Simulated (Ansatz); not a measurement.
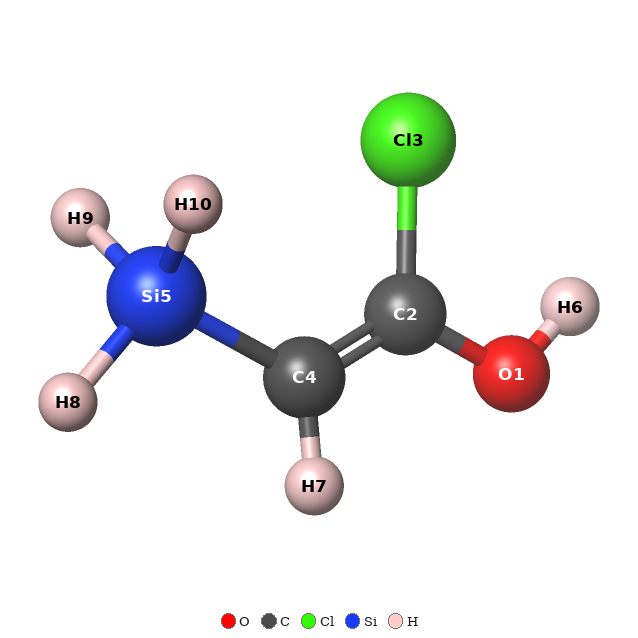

The geometry was computed by an optimisation with PBE-D4/def2-SVP. No frequency run is at hand to confirm it as a minimum.

Which atoms are bonded, and how long are the bonds?

```json
{"bond": "O1–C2", "length (Å)": "1.347", "order": "single"}
{"bond": "O1–H6", "length (Å)": "0.976", "order": "single"}
{"bond": "C2–Cl3", "length (Å)": "1.768", "order": "single"}
{"bond": "C2–C4", "length (Å)": "1.350", "order": "double"}
{"bond": "C4–Si5", "length (Å)": "1.867", "order": "single"}
{"bond": "C4–H7", "length (Å)": "1.103", "order": "single"}
{"bond": "Si5–H8", "length (Å)": "1.504", "order": "single"}
{"bond": "Si5–H9", "length (Å)": "1.507", "order": "single"}
{"bond": "Si5–H10", "length (Å)": "1.507", "order": "single"}
```
